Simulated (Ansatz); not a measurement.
# SiHg2 (model cell, started as antifluorite): phonons and vibrational spectra, part 2 of 2

The cell of SiHg2 (model cell, started as antifluorite) is at rest. What are its phonons? After the zone centre comes a 4×4×4 q mesh on a 12×12×12 k mesh.

Ansatz 0.2.0; DFT PBEsol, scalar-relativistic, plane waves, PAW.

So far. Step 2 (Zone-centre response): Before it was imposed, the acoustic sum rule was missed by 3.0e-5 eV/Å². Small misses are needed for a sound result but don't prove that mesh and cutoff are converged. The lowest optical mode is real, 71.5 cm⁻¹.

The structure was built from a prototype and need not be the compound's stable phase.

### Step 3. Phonons on a q mesh (continued)

Interpolated from a 4×4×4 q mesh. Phonon branches along the path, in cm⁻¹:

| point | branch 1 | branch 2 | branch 3 | branch 4 | branch 5 | branch 6 | branch 7 | branch 8 | branch 9 |
| --- | --- | --- | --- | --- | --- | --- | --- | --- | --- |
| Γ | 0 | 0 | 0 | 72 | 72 | 72 | 127 | 127 | 127 |
| X | -14 | 32 | 32 | 38 | 38 | 86 | 182 | 182 | 215 |
| U | -12 | 32 | 36 | 48 | 51 | 82 | 183 | 206 | 208 |
| jump to K | -12 | 32 | 36 | 48 | 51 | 82 | 183 | 206 | 208 |
| Γ | 0 | 0 | 0 | 72 | 72 | 72 | 127 | 127 | 127 |
| L | 28 | 28 | 36 | 64 | 64 | 70 | 163 | 163 | 214 |
| W | -15 | 40 | 45 | 45 | 47 | 81 | 203 | 205 | 205 |
| X | -14 | 32 | 32 | 38 | 38 | 86 | 182 | 182 | 215 |

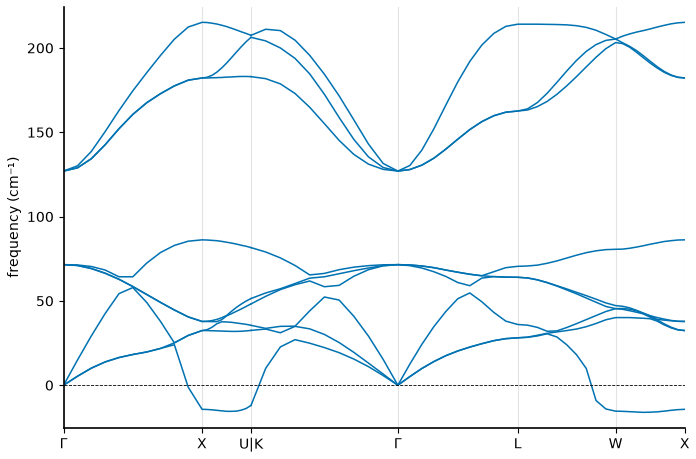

Phonon branches along the path.

The phonon density of states has structure finer than the step of the table below, so its rows give means over 10 cm⁻¹, whole bins alone (the curve runs from -17 to 215 cm⁻¹). Peaks (cm⁻¹: height): 33.0: 0.169, 59.0: 0.144, 183.0: 0.0660, 209.0: 0.0793.

Tetrahedra on a 20×20×20 mesh, mean over bins of 2 cm-1. Interpolated from a 4×4×4 q mesh. Phonon density of states against wavenumber; means over each step:

| wavenumber (cm⁻¹) | phonon density of states (1/cm⁻¹/cell) |
| --- | --- |
| -10 | 0.00894 |
| 0 | 0.00504 |
| 10 | 0.0126 |
| 20 | 0.0602 |
| 30 | 0.133 |
| 40 | 0.0670 |
| 50 | 0.0828 |
| 60 | 0.121 |
| 70 | 0.0661 |
| 80 | 0.0413 |
| 90 | 0.00122 |
| 100 | 0 |
| 110 | 0 |
| 120 | 0 |
| 130 | 0.00313 |
| 140 | 0.00855 |
| 150 | 0.0148 |
| 160 | 0.0298 |
| 170 | 0.0467 |
| 180 | 0.0575 |
| 190 | 0.0447 |
| 200 | 0.0399 |
| 210 | 0.0548 |

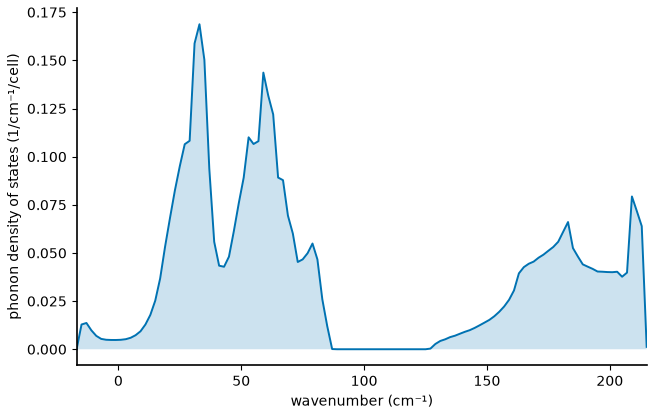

Phonon density of states against wavenumber.

The partial phonon density of states has structure finer than the step of the table below, so its rows give means over 20 cm⁻¹, whole bins alone (the curve runs from -25.7 to 231 cm⁻¹). Peaks (cm⁻¹: height): Hg 32.4: 0.148, 61.4: 0.124; Si 32.4: 0.00965, 180.8: 0.0545, 209.9: 0.0627.

Phonopy on the run's constants, 15x15x15 mesh, Gaussian sigma 2.0 cm-1. Interpolated from a 4×4×4 q mesh. The partial phonon density of states by wavenumber; means over each step; values in 1/cm⁻¹/cell:

```csv
wavenumber (cm⁻¹),Hg,Si
0,0.00522,5.7e-5
20,0.0597,0.00318
40,0.0841,0.00460
60,0.101,0.00284
80,0.0347,2.2e-4
100,1.9e-5,0
120,3.1e-5,4.3e-4
140,6.7e-4,0.00802
160,0.00269,0.0277
180,0.00473,0.0474
200,0.00222,0.0420
220,5.6e-4,0.0136
```

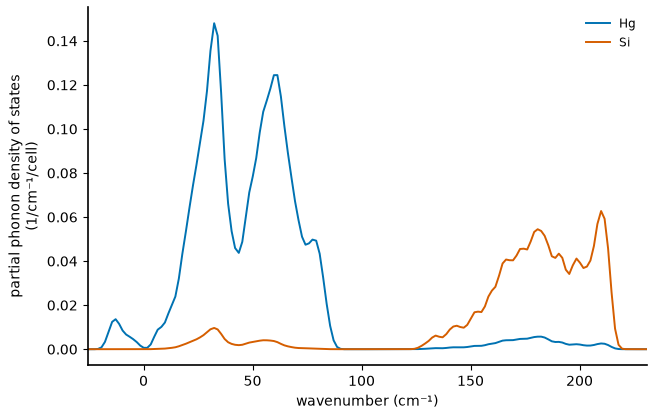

Partial phonon density of states, plotted against wavenumber.

Symmetry leaves 8 wavevectors to solve. The lowest mode among them, the acoustic zeros apart, lies at q = (0.25, -0.5, -0.25) and is imaginary, 15.4i cm⁻¹, so the energy falls along it.

### Step 4. Isotope substitution

An isotope changes the mass and not the force constants, so no new electronic calculation is needed; the shifts show which modes move this element.

The same force constants with the mass of Si changed from 28.085 to 29.974 u (phonopy, no LO-TO term). Both lists are sorted by frequency; levels can cross, so a row need not hold one and the same mode. Modes under 3 cm⁻¹ are left out. Isotope shifts, by row:

```csv
q,rank,natural mass (cm⁻¹),changed mass (cm⁻¹)
0 0 0,4,71.52,71.52
0 0 0,5,71.52,71.52
0 0 0,6,71.52,71.52
0 0 0,7,127,123.2
0 0 0,8,127,123.2
0 0 0,9,127,123.2
0 0 0.25,1,20.26,20.2
0 0 0.25,2,20.26,20.2
0 0 0.25,3,51.28,51.26
0 0 0.25,4,60.9,60.83
0 0 0.25,5,66.97,66.94
0 0 0.25,6,66.97,66.94
0 0 0.25,7,145.9,141.7
0 0 0.25,8,145.9,141.7
0 0 0.25,9,179.9,174.3
0 0 -0.5,1,28.09,28
0 0 -0.5,2,28.09,28
0 0 -0.5,3,35.96,35.91
0 0 -0.5,4,63.97,63.97
0 0 -0.5,5,63.97,63.97
0 0 -0.5,6,70.49,70.49
0 0 -0.5,7,162.6,157.9
0 0 -0.5,8,162.6,157.9
0 0 -0.5,9,214.1,207.5
0 0.25 0.25,1,18.18,18.15
0 0.25 0.25,2,18.18,18.15
0 0.25 0.25,3,57.93,57.93
0 0.25 0.25,4,58.47,58.35
0 0.25 0.25,5,58.47,58.35
0 0.25 0.25,6,64.3,64.24
0 0.25 0.25,7,160.6,156.1
0 0.25 0.25,8,160.6,156.1
0 0.25 0.25,9,174.6,169.2
```

A mode of this element alone would shift by -3.20 %. The highest zone-centre frequency without the field goes from 127.0 to 123.2 cm⁻¹ (-3.0 %). The product of the frequency ratios over all optical modes at Γ is 0.913; the product rule, (m/m′)^(3k/2) (M′/M)^(3/2) with k = 1 such atoms and M the mass of the cell, gives 0.913.

### Step 5. Summary of results

```
space group (within 0.01 Å)                             : Fm-3m
volume per atom                                         : 22.1 Å³
electronic character                                    : no gap on this mesh
highest optical mode at the zone centre (no LO-TO term) : 127 cm⁻¹
lowest optical zone-centre mode                         : 71.5 cm⁻¹
lowest mode on the q mesh (acoustic modes at Γ apart)   : -15.4 cm⁻¹
highest frequency on the path or at a solved wavevector : 215 cm⁻¹
imaginary modes on the 4×4×4 q mesh                     : yes
```

Modes are clearly imaginary (beyond 10i cm⁻¹) at 2 of the 8 irreducible wavevectors, most at q = (0.25, -0.5, -0.25) (15.4i cm⁻¹), so this structure is not a minimum of the energy. The optical modes at Γ span 72 to 127 cm⁻¹. The highest mode in this list at Γ, 127.0 cm⁻¹, is mostly motion of Si (93 % of the kinetic energy). With no gap, or one that is small against the smearing, the frequencies hang on the k mesh and the smearing, most of all near Kohn anomalies. Spin-orbit coupling is left out, which can matter for the heavy elements here. The starting cell was built on a prototype and not taken from a measurement, so the phase need not exist. These are harmonic frequencies at zero temperature: anharmonic shifts, linewidths and thermal expansion are left out.

[Logs are printed without paths, hosts, clocks, repeated set-up lines and the standing remarks that a program may print on its own settings, such as how far it seeks lower states.]

[Hosts, paths, dates, database ids (printed as entryN), source tags and the programs' standing remarks are cut or masked in the printed files.]
